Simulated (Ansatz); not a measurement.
BF₂H···NH₃

| atom | x (Å) | y (Å) | z (Å) |
| --- | --- | --- | --- |
| B | 0.0219 | 0.3094 | -0.0206 |
| H | -0.2251 | 0.8204 | 1.0342 |
| F | 1.2785 | 0.1679 | -0.4393 |
| F | -0.9506 | -0.0409 | -0.8608 |
| N | 0.0530 | -2.3678 | 1.1449 |
| H | -0.6504 | -2.2707 | 0.4119 |
| H | 0.9511 | -2.1079 | 0.7358 |
| H | -0.1625 | -1.6739 | 1.8613 |

All numbers below come from Ansatz, RKS B3LYP/cc-pVDZ.

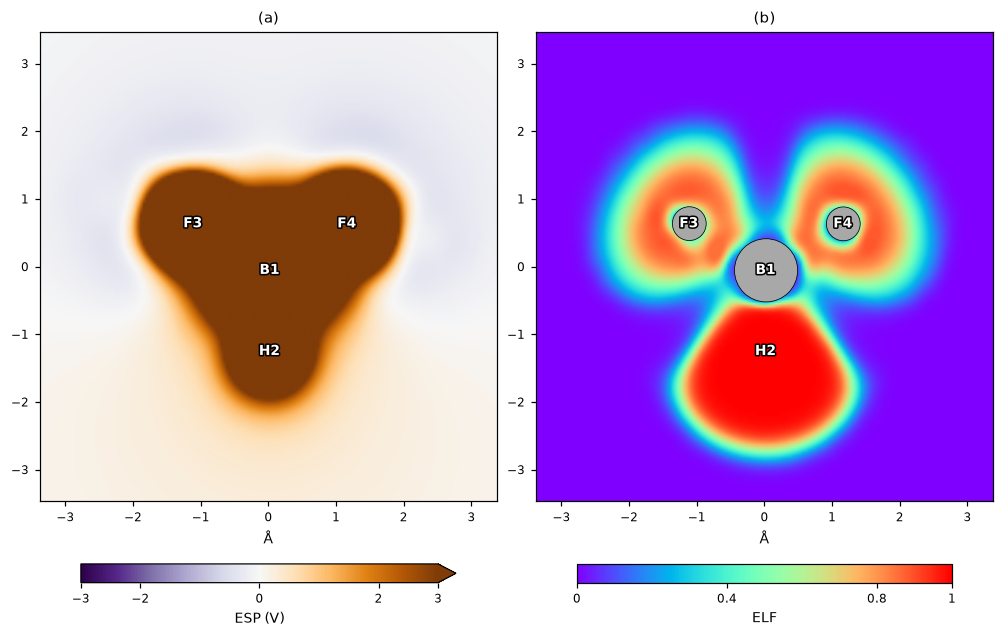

Figure 1. (a) molecular electrostatic potential; (b) ELF on the plane of atoms H2, B1 and F4. Grey discs cover the atomic cores in the ELF map.

> What does the map show?

- The section cuts through B, H and F sites.
- B–F (1.33 Å): the ELF peaks at about 0.85 between the atoms (a shared but strongly polarised pair).
- B–H (1.20 Å): the ELF climbs to about 1 towards the hydrogen, as it does in any bond to H; an ordinary covalent bond to hydrogen.
- The ELF also peaks beside F3 and F4, away from the bonds: lone-pair regions.
- Outside the dense part of the complex the potential is most negative (−0.5 V) near F3 and F4.

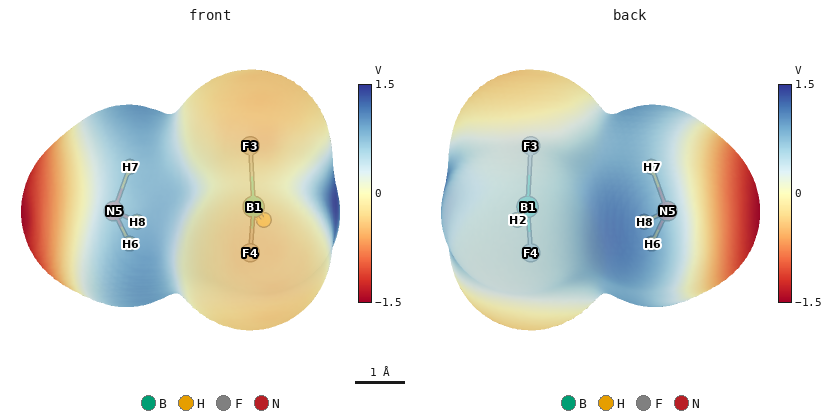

Figure 2. The molecular electrostatic potential painted on the density surface at 0.001 e/bohr³, seen from the front and from behind; red is negative and blue positive.

> Describe the electrostatic potential map.

The most negative region (about −1.5 V, or −35 kcal/mol for a unit charge) lies over N5, the most positive (about +1.4 V, or +32 kcal/mol for a unit charge) over B1. N5 is the likeliest acceptor of a hydrogen bond.

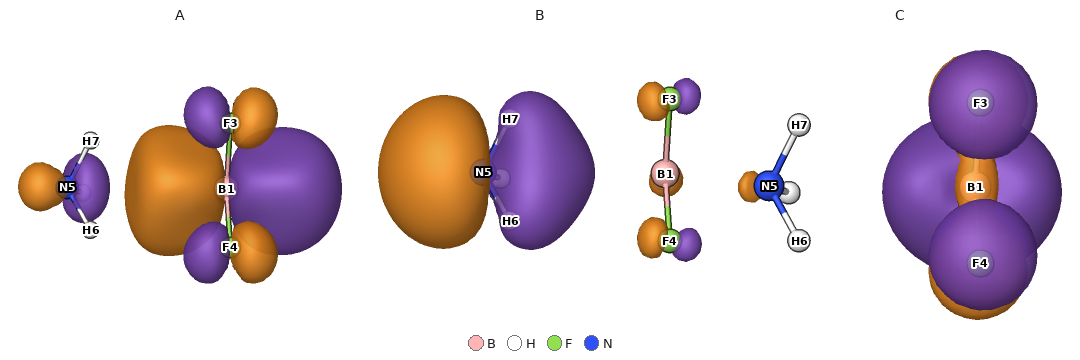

Figure 3. Three frontier orbitals at ±0.1 Å⁻³ᐟ² (orange and purple are the two phases), in no order.

> Which picture is the HOMO−1, the HOMO and the LUMO?

C is the HOMO−1 (−10.50 eV). It lies mainly on H2 (about 30 %), B1 (about 25 %), F3 (about 20 %) and F4 (about 20 %). B is the HOMO (−7.42 eV). By Hirshfeld shares it lies mainly on N5 (about 80 %); largely a lone pair of N5. A is the LUMO (−0.31 eV). Its weight (Hirshfeld) is mainly on B1 (about 55 %), F3 (about 10 %), F4 (about 10 %), H2 (about 10 %) and N5 (about 5 %).

> What is the HOMO–LUMO gap?

7.11 eV between the orbital energies.
